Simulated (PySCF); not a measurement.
C6H18N2Si (SMILES [H][Si]([H])(NC(C)C)NC(C)C)

```yaml
atoms:
  - { symbol: Si, position_ang: [0.2713, -0.0054, 0.1671] }
  - { symbol: H, position_ang: [0.3995, 0.2353, 1.6416] }
  - { symbol: H, position_ang: [1.6641, -0.2467, -0.3346] }
  - { symbol: N, position_ang: [-0.4169, 1.2750, -0.7809] }
  - { symbol: C, position_ang: [0.1570, 2.5446, -1.1958] }
  - { symbol: C, position_ang: [1.6080, 2.3907, -1.6267] }
  - { symbol: C, position_ang: [0.0116, 3.6253, -0.1257] }
  - { symbol: H, position_ang: [-1.4233, 1.3390, -0.6510] }
  - { symbol: H, position_ang: [-0.4065, 2.8818, -2.0871] }
  - { symbol: H, position_ang: [2.2573, 2.1345, -0.7740] }
  - { symbol: H, position_ang: [1.9811, 3.3326, -2.0555] }
  - { symbol: H, position_ang: [1.7125, 1.5976, -2.3814] }
  - { symbol: H, position_ang: [0.5850, 3.3548, 0.7762] }
  - { symbol: H, position_ang: [0.3759, 4.6015, -0.4841] }
  - { symbol: H, position_ang: [-1.0420, 3.7462, 0.1714] }
  - { symbol: N, position_ang: [-0.8761, -1.2879, -0.0584] }
  - { symbol: C, position_ang: [-1.0152, -2.5508, 0.6498] }
  - { symbol: C, position_ang: [-0.8223, -2.3801, 2.1490] }
  - { symbol: C, position_ang: [-0.0893, -3.6316, 0.0943] }
  - { symbol: H, position_ang: [-1.1724, -1.3649, -1.0280] }
  - { symbol: H, position_ang: [-2.0565, -2.8947, 0.4993] }
  - { symbol: H, position_ang: [0.2182, -2.1146, 2.3957] }
  - { symbol: H, position_ang: [-1.0574, -3.3187, 2.6728] }
  - { symbol: H, position_ang: [-1.4757, -1.5878, 2.5429] }
  - { symbol: H, position_ang: [0.9658, -3.3529, 0.2506] }
  - { symbol: H, position_ang: [-0.2633, -4.6047, 0.5813] }
  - { symbol: H, position_ang: [-0.2431, -3.7637, -0.9882] }
```

Geometry: PBE0-D3(BJ)/def2-SVP.

All numbers below come from PySCF 2.14.0, PBE0/pcSseg-1, SCF density, gas phase, non-relativistic.

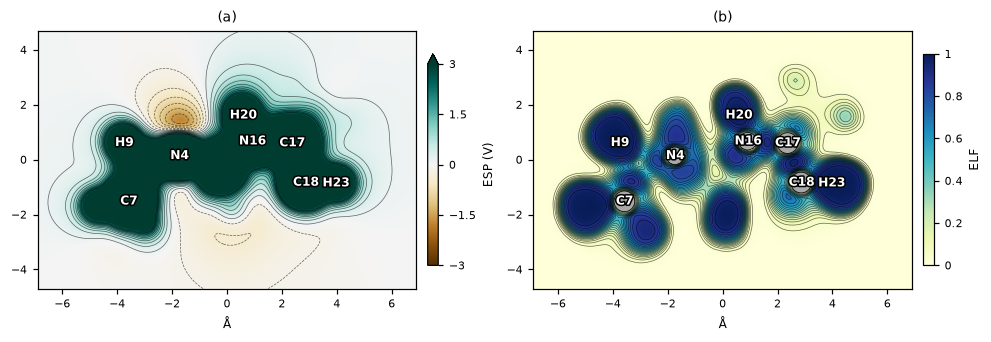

Figure 1. (a) molecular electrostatic potential; (b) electron localisation function on the plane of atoms N16, C17 and C18. Grey discs cover the atomic cores in the ELF map.

Describe what can be read from this map.

- The section cuts through N, C and H sites.
- C–N (1.45 Å): the ELF peaks at about 0.90 between the atoms, as expected for a covalent bond.
- C–C (1.52 Å): the ELF peaks at about 0.95 between the atoms: a shared electron pair.
- N–H (1.02 Å): the ELF climbs to about 1 towards the hydrogen, as it does in any bond to H: an ordinary covalent bond to hydrogen.
- C–H (1.10 Å): the ELF climbs to about 1 towards the hydrogen (an ordinary covalent bond to hydrogen).
- The ELF also peaks beside N4, away from the bonds: lone-pair regions.
- Outside the dense part of the molecule the potential is most negative (−1.7 V) near N4 and N16.

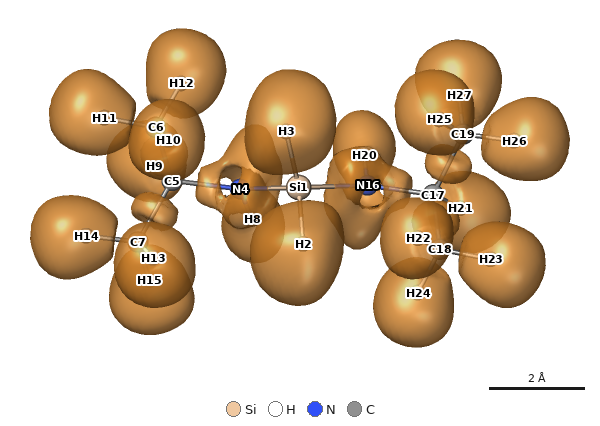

Figure 2. Isosurface of the ELF at 0.75 (orange), seen at a tilt. Only the valence region is drawn (cores and ρ < 0.01 e/Å³ removed).

Describe the localisation domains.

The surface consists of four regions between bonded C–C atoms (shared pairs), 16 regions around hydrogen nuclei and two joined regions spread over several atoms (H, N), in which their bonds and any lone pairs are merged.

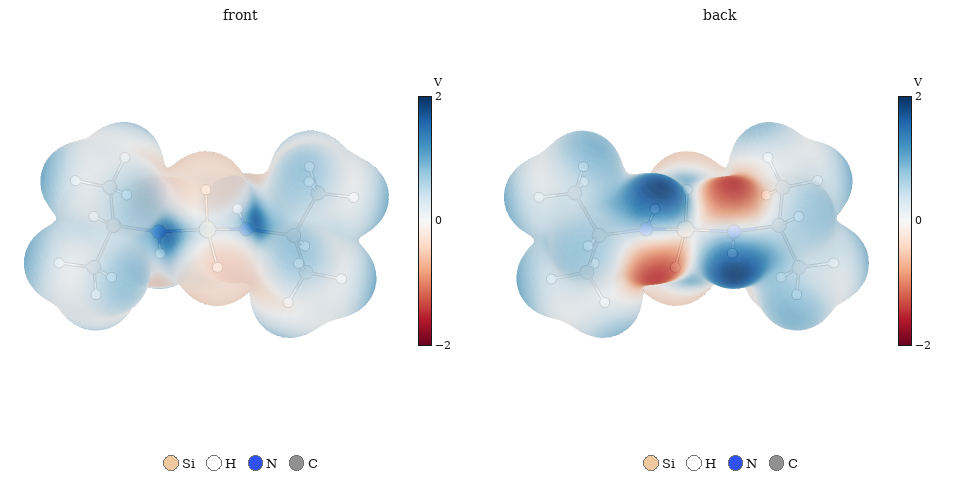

Figure 3. The molecular electrostatic potential painted on the density surface at 0.004 e/bohr³, seen from the front and from behind; red is negative and blue positive.

Which sites attract a positive test charge, and which a negative one?

A positive charge is drawn to the negative regions and a negative charge to the positive ones. The most negative region (about −1.4 V) lies over N4 and N16, the most positive (about +1.8 V) over H8 and H20.
